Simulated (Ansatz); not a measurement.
Calculation: PBE (plane waves to 420 eV, PAW; Ansatz, an electronic-structure program).

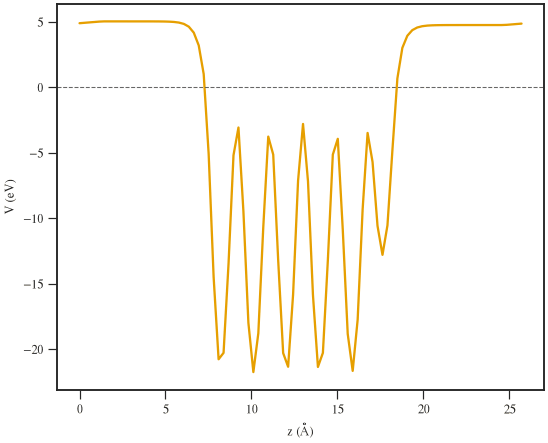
Figure: Plane-averaged electrostatic potential energy along the normal, in eV from the Fermi level, for the (100) surface of fcc Rh, one row in 3 of the top plane missing (bottom of the slab: a bare face, its two planes held)

Slab: 17 atoms, 9.6 Å thick at the start (thin: gaps and levels are the slab's own); k 14x5x1, smearing 0.1 eV, dipole-corrected; 6 atoms held, the rest relaxed; start symmetry kept, larger cells not searched; no spin, no spin-orbit, no U. It is one candidate, not shown to be the stable structure of the face.

The vacuum level lies 4.77 eV above the Fermi level over the top face and 5.05 eV above it under the bottom face.
